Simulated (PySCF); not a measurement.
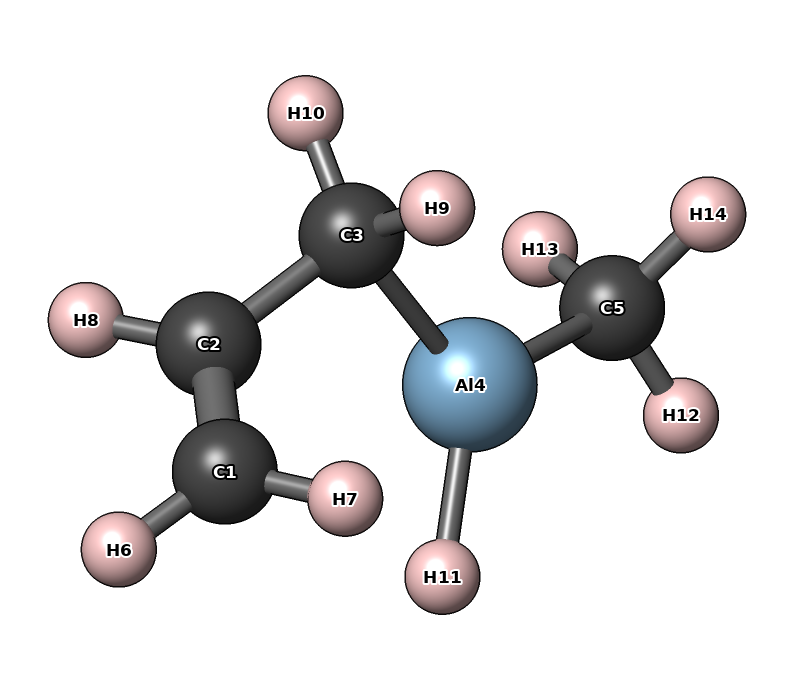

The thickness of each stick grows with its Mayer bond order. The computed structure is the end point of a GFN2-xTB optimisation. No frequency run is at hand to confirm it as a minimum. Level of theory: PBE0/pcSseg-1 (PySCF 2.14.0).

Which bond has the highest Mayer bond order?

C1–C2, 1.94, at a length of 1.328 Å.

List the Mayer bond orders of C1–C2, C1–H6, C1–H7, C2–C3, C2–H8, C3–Al4, C3–H9, C3–H10, Al4–C5, Al4–H11, C5–H12, C5–H13, C5–H14.

```
   bond  Mayer order  length (Å)
  C1–C2         1.94       1.328
  C1–H6         0.96       1.077
  C1–H7         0.95       1.079
  C2–C3         1.02       1.488
  C2–H8         0.96       1.084
 C3–Al4         0.79       2.022
  C3–H9         0.95       1.097
 C3–H10         0.95       1.095
 Al4–C5         0.87       1.988
Al4–H11         0.91       1.547
 C5–H12         0.96       1.097
 C5–H13         0.96       1.096
 C5–H14         0.96       1.097
```

The geometry is semi-empirical. Around Al such bond lengths and angles can be off by a tenth of an ångström or more and by several degrees, and values that hang on the shape move with them.
